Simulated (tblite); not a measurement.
# C$_{4}$H$_{14}$N$_{2}$SSi$_{2}$: geometry relaxation (part 4 of 4)

The same run, continued: C$_{4}$H$_{14}$N$_{2}$SSi$_{2}$; GFN2-xTB geometry optimisation, gas phase (tblite 0.8.0). It belongs to a series of runs on one base structure; here: CH2 inserted into a N-Si bond.

Geometry of the input (Å):
```
C  3.6704  0.5183  0.3688
N  2.3554  0.6299  -0.2982
C  1.6448  -0.5660  0.0825
Si -0.0555  -0.7014  -0.6182
C  -1.0227  0.8672  -0.6660
C  -2.4287  0.3372  -0.9537
Si -2.6160  -0.8917  0.4243
S  -3.1958  0.1545  2.2002
N  -1.0187  -1.6766  0.5653
H  3.4666  -0.1243  1.2751
H  4.0055  1.4917  0.7639
H  4.3976  -0.0139  -0.2333
H  1.9284  1.5065  0.0370
H  2.2444  -1.4401  -0.2957
H  1.5978  -0.6468  1.1734
H  -0.1709  -1.3692  -1.8831
H  -0.7029  1.5664  -1.4675
H  -1.0972  1.3585  0.3270
H  -3.1875  1.1309  -0.9430
H  -2.3791  -0.1976  -1.9077
H  -3.6294  -1.9157  0.0959
H  -3.2096  1.5355  1.9749
H  -0.6015  -1.5265  1.5339
```

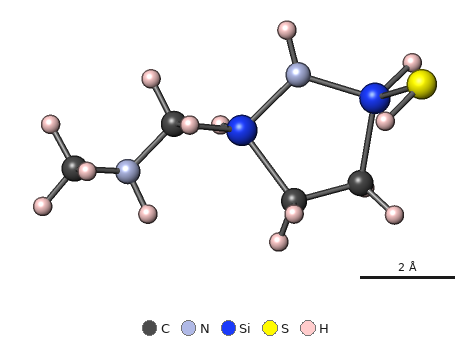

The geometry at step 198 of the log (ball-and-stick view, seen at a tilt).

## Trajectory as extended XYZ, continued
```
23
Properties=species:S:1:pos:R:3:forces:R:3 step=174 energy=-770.00025
C     3.7923    0.5384    0.3564    0.0030   0.0010  -0.0040
N     2.5446    0.3356   -0.3514   -0.0050   0.0080   0.0110
C     1.5691   -0.4077    0.4256    0.0110  -0.0050   0.0030
Si   -0.0285   -0.6438   -0.5739   -0.0030  -0.0030   0.0050
C    -1.0450    0.9472   -0.8203   -0.0050   0.0040   0.0010
C    -2.5294    0.5681   -0.8551   -0.0110  -0.0050   0.0000
Si   -2.8331   -0.8841    0.3317   -0.0040  -0.0100   0.0050
S    -3.5186   -0.3264    2.2993   -0.0070  -0.0070  -0.0070
N    -1.2145   -1.4810    0.3851   -0.0050   0.0100  -0.0010
H     3.6689    1.0365    1.3314   -0.0030  -0.0030  -0.0060
H     4.4607    1.1368   -0.2602    0.0030   0.0010  -0.0060
H     4.2547   -0.4344    0.5277   -0.0020  -0.0040   0.0070
H     2.1539    1.2365   -0.6095   -0.0030  -0.0090   0.0020
H     2.0081   -1.3845    0.6428    0.0050  -0.0010  -0.0050
H     1.3672    0.0634    1.4040    0.0110   0.0060  -0.0050
H     0.2306   -1.3402   -1.8401    0.0000  -0.0030   0.0010
H    -0.7773    1.4900   -1.7265    0.0120   0.0070  -0.0030
H    -0.8725    1.6325    0.0130    0.0050   0.0010   0.0100
H    -3.1568    1.4364   -0.6530   -0.0060   0.0040   0.0090
H    -2.7828    0.2308   -1.8597   -0.0030  -0.0050  -0.0100
H    -3.8110   -1.8723   -0.0987    0.0010  -0.0010  -0.0080
H    -2.4987    0.4652    2.5920    0.0060   0.0110   0.0000
H    -0.9863   -2.3160    0.8953    0.0010   0.0030   0.0020
23
Properties=species:S:1:pos:R:3:forces:R:3 step=180 energy=-770.00058
C     3.8007    0.5284    0.3535   -0.0020  -0.0010   0.0010
N     2.5526    0.3289   -0.3544    0.0100  -0.0060  -0.0200
C     1.5702   -0.3990    0.4271   -0.0010  -0.0040  -0.0020
Si   -0.0270   -0.6366   -0.5733   -0.0010   0.0050   0.0090
C    -1.0517    0.9502   -0.8142    0.0030   0.0060   0.0000
C    -2.5351    0.5647   -0.8521    0.0060   0.0010   0.0050
Si   -2.8320   -0.8933    0.3300    0.0020  -0.0050  -0.0020
S    -3.5267   -0.3411    2.2959   -0.0010  -0.0010  -0.0040
N    -1.2096   -1.4796    0.3844   -0.0030  -0.0030   0.0040
H     3.6773    1.0297    1.3267    0.0020   0.0080  -0.0020
H     4.4731    1.1217   -0.2640   -0.0030  -0.0060  -0.0010
H     4.2577   -0.4462    0.5301   -0.0030   0.0030   0.0000
H     2.1683    1.2287   -0.6237    0.0010   0.0130   0.0020
H     2.0028   -1.3759    0.6560    0.0020  -0.0040   0.0060
H     1.3691    0.0868    1.3981    0.0060  -0.0070   0.0120
H     0.2370   -1.3256   -1.8426   -0.0040  -0.0070   0.0030
H    -0.7811    1.4980   -1.7169   -0.0130   0.0050  -0.0010
H    -0.8819    1.6322    0.0226   -0.0050  -0.0030   0.0040
H    -3.1668    1.4284   -0.6424    0.0030   0.0020  -0.0060
H    -2.7876    0.2323   -1.8588    0.0010   0.0000   0.0050
H    -3.8053   -1.8853   -0.1027    0.0070  -0.0010  -0.0090
H    -2.5346    0.4896    2.5777    0.0000   0.0030  -0.0040
H    -0.9741   -2.3099    0.8991   -0.0070   0.0020   0.0000
23
Properties=species:S:1:pos:R:3:forces:R:3 step=186 energy=-770.00113
C     3.8065    0.5266    0.3482    0.0030   0.0010  -0.0010
N     2.5575    0.3301   -0.3593   -0.0100  -0.0010   0.0140
C     1.5802   -0.4058    0.4224   -0.0040   0.0010   0.0110
Si   -0.0253   -0.6327   -0.5685    0.0070   0.0020   0.0010
C    -1.0541    0.9529   -0.8054   -0.0030  -0.0050   0.0120
C    -2.5353    0.5598   -0.8501    0.0000   0.0040  -0.0060
Si   -2.8305   -0.8997    0.3301   -0.0010   0.0170   0.0020
S    -3.5445   -0.3406    2.2867    0.0060   0.0050   0.0070
N    -1.2050   -1.4747    0.3940    0.0070  -0.0060   0.0040
H     3.6846    1.0217    1.3250   -0.0030  -0.0010  -0.0070
H     4.4774    1.1255   -0.2656   -0.0010  -0.0120  -0.0060
H     4.2635   -0.4495    0.5173    0.0050   0.0100   0.0010
H     2.1696    1.2322   -0.6165    0.0040   0.0050  -0.0040
H     2.0143   -1.3845    0.6411   -0.0020  -0.0060  -0.0190
H     1.3890    0.0688    1.4013   -0.0070   0.0060  -0.0060
H     0.2289   -1.3214   -1.8406   -0.0020  -0.0020   0.0080
H    -0.7859    1.5122   -1.7021   -0.0010  -0.0100   0.0160
H    -0.8927    1.6254    0.0406    0.0060   0.0140  -0.0030
H    -3.1716    1.4214   -0.6447    0.0000  -0.0040  -0.0010
H    -2.7821    0.2253   -1.8575    0.0050   0.0030  -0.0030
H    -3.7934   -1.8993   -0.1066    0.0000  -0.0050  -0.0090
H    -2.5875    0.5360    2.5545   -0.0090  -0.0110  -0.0110
H    -0.9685   -2.3027    0.9116    0.0030  -0.0040   0.0030
23
Properties=species:S:1:pos:R:3:forces:R:3 step=192 energy=-770.00153
C     3.8097    0.5252    0.3416    0.0010   0.0080  -0.0020
N     2.5574    0.3313   -0.3606   -0.0020   0.0090   0.0020
C     1.5852   -0.4098    0.4225    0.0000   0.0050  -0.0100
Si   -0.0231   -0.6320   -0.5632   -0.0150   0.0000  -0.0020
C    -1.0532    0.9536   -0.7945   -0.0040   0.0040   0.0000
C    -2.5332    0.5584   -0.8463   -0.0040  -0.0050   0.0030
Si   -2.8290   -0.9033    0.3304   -0.0010  -0.0060   0.0030
S    -3.5576   -0.3475    2.2828    0.0080   0.0030  -0.0050
N    -1.2020   -1.4747    0.4000   -0.0030   0.0020   0.0050
H     3.6901    1.0181    1.3197    0.0100  -0.0020  -0.0030
H     4.4777    1.1254   -0.2739    0.0010  -0.0060  -0.0040
H     4.2685   -0.4506    0.5060    0.0000   0.0040   0.0040
H     2.1693    1.2355   -0.6115   -0.0020  -0.0130   0.0020
H     2.0211   -1.3905    0.6292   -0.0060   0.0080   0.0010
H     1.3982    0.0596    1.4045    0.0000  -0.0070   0.0000
H     0.2267   -1.3215   -1.8361   -0.0030   0.0050   0.0090
H    -0.7864    1.5166   -1.6884    0.0190  -0.0010  -0.0080
H    -0.8937    1.6253    0.0525    0.0000   0.0020   0.0070
H    -3.1728    1.4178   -0.6428    0.0030   0.0000   0.0000
H    -2.7742    0.2246   -1.8554    0.0040   0.0030   0.0020
H    -3.7856   -1.9057   -0.1153    0.0040  -0.0010  -0.0030
H    -2.6350    0.5700    2.5324   -0.0060  -0.0080  -0.0040
H    -0.9628   -2.2989    0.9224   -0.0030  -0.0050   0.0030
23
Properties=species:S:1:pos:R:3:forces:R:3 step=198 energy=-770.00185
C     3.8124    0.5268    0.3353   -0.0040  -0.0050  -0.0020
N     2.5565    0.3327   -0.3607   -0.0030   0.0010   0.0040
C     1.5865   -0.4094    0.4241    0.0050  -0.0030   0.0050
Si   -0.0245   -0.6330   -0.5563    0.0080  -0.0050   0.0090
C    -1.0512    0.9541   -0.7879    0.0040  -0.0030   0.0010
C    -2.5315    0.5606   -0.8413   -0.0010  -0.0010  -0.0010
Si   -2.8299   -0.9070    0.3277   -0.0010  -0.0080  -0.0030
S    -3.5649   -0.3567    2.2783   -0.0040   0.0020  -0.0010
N    -1.2028   -1.4766    0.4064   -0.0020   0.0040   0.0000
H     3.7004    1.0246    1.3118    0.0040   0.0030  -0.0120
H     4.4793    1.1202   -0.2881   -0.0010   0.0000   0.0040
H     4.2691   -0.4495    0.5031   -0.0030   0.0030   0.0000
H     2.1668    1.2359   -0.6113    0.0000  -0.0010   0.0020
H     2.0228   -1.3903    0.6279    0.0020  -0.0030   0.0000
H     1.4023    0.0563    1.4082    0.0010   0.0060   0.0000
H     0.2264   -1.3251   -1.8268   -0.0060   0.0030  -0.0080
H    -0.7791    1.5144   -1.6824    0.0000   0.0040   0.0040
H    -0.8913    1.6256    0.0595    0.0000   0.0010  -0.0020
H    -3.1708    1.4191   -0.6335    0.0020   0.0060   0.0030
H    -2.7725    0.2336   -1.8523    0.0000  -0.0060  -0.0060
H    -3.7802   -1.9104   -0.1298    0.0020   0.0040   0.0040
H    -2.6626    0.5835    2.5161   -0.0030  -0.0060   0.0010
H    -0.9661   -2.3023    0.9279    0.0000   0.0040  -0.0020
23
Properties=species:S:1:pos:R:3:forces:R:3 step=205 energy=-770.00212
C     3.8130    0.5292    0.3254    0.0000  -0.0030   0.0020
N     2.5544    0.3282   -0.3633    0.0020  -0.0030  -0.0030
C     1.5894   -0.4120    0.4294    0.0060   0.0000   0.0000
Si   -0.0234   -0.6354   -0.5476    0.0050   0.0070   0.0060
C    -1.0461    0.9542   -0.7779    0.0030   0.0080   0.0010
C    -2.5266    0.5619   -0.8398    0.0100   0.0080  -0.0010
Si   -2.8313   -0.9086    0.3239   -0.0020   0.0050  -0.0060
S    -3.5793   -0.3655    2.2705   -0.0100   0.0070   0.0080
N    -1.2042   -1.4756    0.4143   -0.0020  -0.0050  -0.0030
H     3.7052    1.0400    1.2954    0.0010   0.0000   0.0030
H     4.4793    1.1150   -0.3061   -0.0080  -0.0120  -0.0020
H     4.2674   -0.4462    0.5042    0.0060   0.0080  -0.0020
H     2.1620    1.2290   -0.6183   -0.0030   0.0000   0.0040
H     2.0262   -1.3928    0.6333    0.0030   0.0080   0.0030
H     1.4096    0.0575    1.4127    0.0000  -0.0030  -0.0080
H     0.2209   -1.3210   -1.8227    0.0030  -0.0060  -0.0040
H    -0.7677    1.5187   -1.6679   -0.0090  -0.0050  -0.0050
H    -0.8895    1.6234    0.0718   -0.0030  -0.0060   0.0070
H    -3.1646    1.4216   -0.6319   -0.0040  -0.0060  -0.0080
H    -2.7627    0.2360   -1.8526   -0.0010   0.0090   0.0030
H    -3.7786   -1.9095   -0.1434   -0.0020  -0.0050   0.0000
H    -2.6861    0.5822    2.5122   -0.0020  -0.0050   0.0030
H    -0.9720   -2.3034    0.9341    0.0070  -0.0010   0.0020
23
Properties=species:S:1:pos:R:3:forces:R:3 step=211 energy=-770.00241
C     3.8187    0.5220    0.3165    0.0100   0.0020   0.0000
N     2.5605    0.3156   -0.3707    0.0010  -0.0030   0.0080
C     1.5906   -0.4026    0.4357   -0.0060  -0.0010   0.0030
Si   -0.0222   -0.6291   -0.5397   -0.0060   0.0020  -0.0070
C    -1.0473    0.9599   -0.7649   -0.0050  -0.0030  -0.0020
C    -2.5261    0.5630   -0.8369   -0.0030   0.0020   0.0010
Si   -2.8324   -0.9143    0.3182   -0.0010   0.0070   0.0030
S    -3.5993   -0.3800    2.2611   -0.0020  -0.0010  -0.0080
N    -1.2030   -1.4739    0.4184   -0.0020  -0.0010  -0.0050
H     3.7136    1.0583    1.2732    0.0040  -0.0010  -0.0080
H     4.4910    1.0838   -0.3298    0.0040   0.0040   0.0040
H     4.2650   -0.4521    0.5213   -0.0030   0.0040  -0.0040
H     2.1734    1.2141   -0.6420    0.0040  -0.0040   0.0000
H     2.0222   -1.3808    0.6613   -0.0050   0.0000  -0.0050
H     1.4120    0.0884    1.4085    0.0020  -0.0010   0.0000
H     0.2213   -1.3082   -1.8191    0.0060  -0.0040   0.0070
H    -0.7683    1.5300   -1.6512    0.0000   0.0020   0.0050
H    -0.8970    1.6231    0.0908   -0.0020  -0.0030  -0.0050
H    -3.1691    1.4189   -0.6290   -0.0010   0.0010   0.0010
H    -2.7563    0.2427   -1.8528    0.0050   0.0000   0.0030
H    -3.7725   -1.9175   -0.1591    0.0010  -0.0040  -0.0010
H    -2.7105    0.5693    2.5114    0.0000   0.0000   0.0070
H    -0.9691   -2.3035    0.9348   -0.0010   0.0020   0.0030
23
Properties=species:S:1:pos:R:3:forces:R:3 step=217 energy=-770.00260
C     3.8258    0.5167    0.3115   -0.0090   0.0010  -0.0030
N     2.5682    0.3022   -0.3751   -0.0020   0.0030  -0.0030
C     1.5897   -0.3933    0.4412    0.0010   0.0010  -0.0040
Si   -0.0234   -0.6212   -0.5346    0.0040  -0.0050   0.0020
C    -1.0526    0.9654   -0.7566    0.0040   0.0010   0.0000
C    -2.5292    0.5644   -0.8384   -0.0010  -0.0030  -0.0020
Si   -2.8351   -0.9157    0.3127   -0.0010  -0.0060   0.0000
S    -3.6125   -0.3891    2.2528   -0.0030   0.0010   0.0050
N    -1.2045   -1.4718    0.4180    0.0000   0.0040   0.0010
H     3.7208    1.0772    1.2537    0.0030   0.0010   0.0070
H     4.5042    1.0588   -0.3452    0.0010   0.0000  -0.0030
H     4.2643   -0.4549    0.5412    0.0040  -0.0050   0.0000
H     2.1878    1.1970   -0.6669    0.0020  -0.0010  -0.0020
H     2.0111   -1.3720    0.6829   -0.0010  -0.0020   0.0000
H     1.4147    0.1154    1.4052   -0.0020  -0.0010   0.0030
H     0.2243   -1.2991   -1.8136    0.0050  -0.0010   0.0010
H    -0.7703    1.5420   -1.6372    0.0000   0.0070  -0.0040
H    -0.9094    1.6232    0.1040    0.0030   0.0070   0.0030
H    -3.1768    1.4175   -0.6334    0.0010   0.0020   0.0040
H    -2.7510    0.2451   -1.8562   -0.0030  -0.0050  -0.0050
H    -3.7692   -1.9222   -0.1697    0.0010  -0.0010  -0.0010
H    -2.7115    0.5427    2.5254   -0.0020  -0.0030   0.0010
H    -0.9700   -2.3013    0.9343   -0.0030   0.0060   0.0000
```

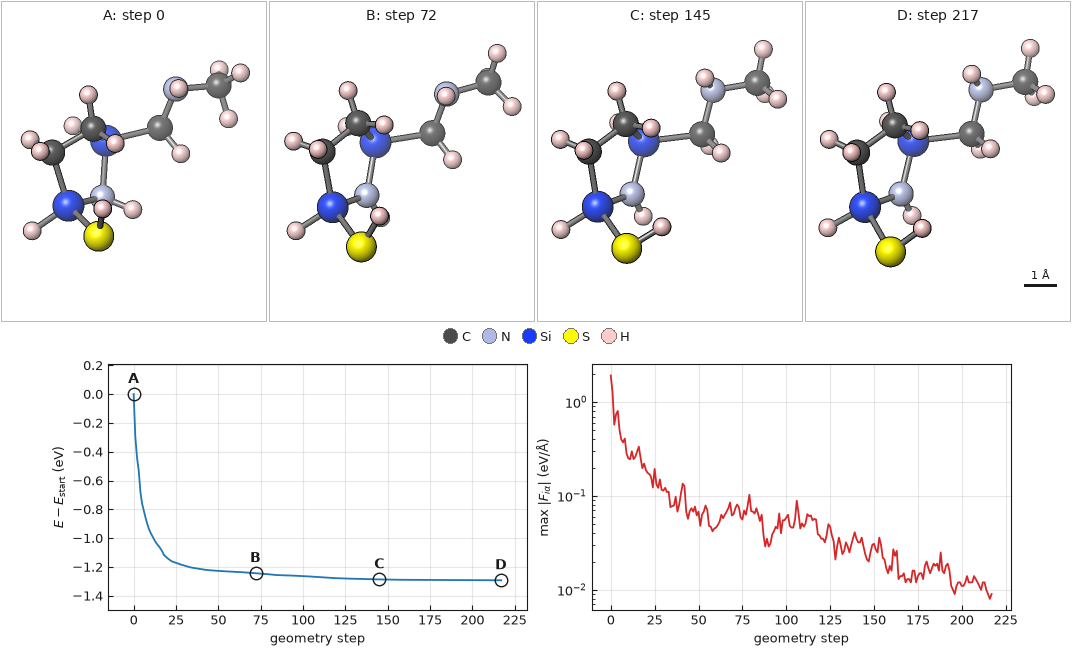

Frames of the relaxation (ball-and-stick view, seen at a tilt) above the curves, on which the letters mark them (steps are counted from 0).

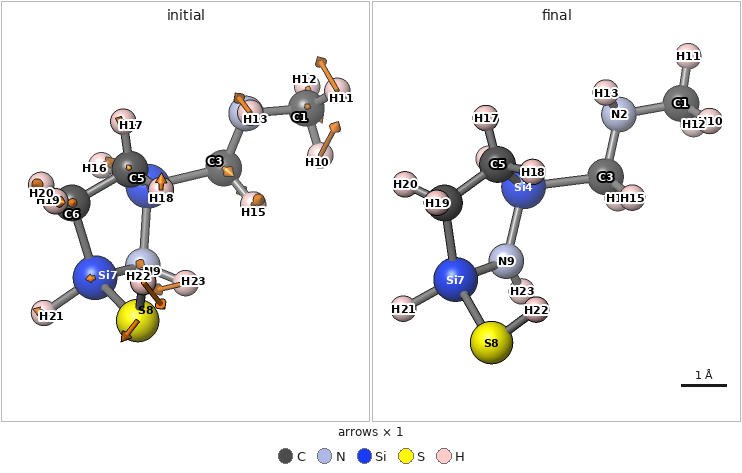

Before (left) and after (right) the relaxation, at one scale (ball-and-stick view, seen at a tilt). The orange arrows give the displacements, at true length. The atom that moves furthest after the best rigid fit is H11 (1.29 Å). By element the largest moves are H 1.29 Å, S 0.66 Å, C 0.42 Å, N 0.40 Å, Si 0.25 Å. Among the contacts that change: S8–H22 1.399 → 1.325 Å, Si4–N9 1.811 → 1.740 Å, N9–H23 1.065 → 1.005 Å, Si7–N9 1.785 → 1.726 Å. Among the angles that change: Si4–N9–Si7 100.8° → 116.8°, Si7–S8–H22 110.6° → 96.4°, Si4–N9–H23 108.1° → 121.8°. Over 217 geometry steps the energy falls by 1.292 eV. The largest force component goes from 1.9 to 0.009 eV/Å. (Atoms are counted from 1 in the order of the input.)
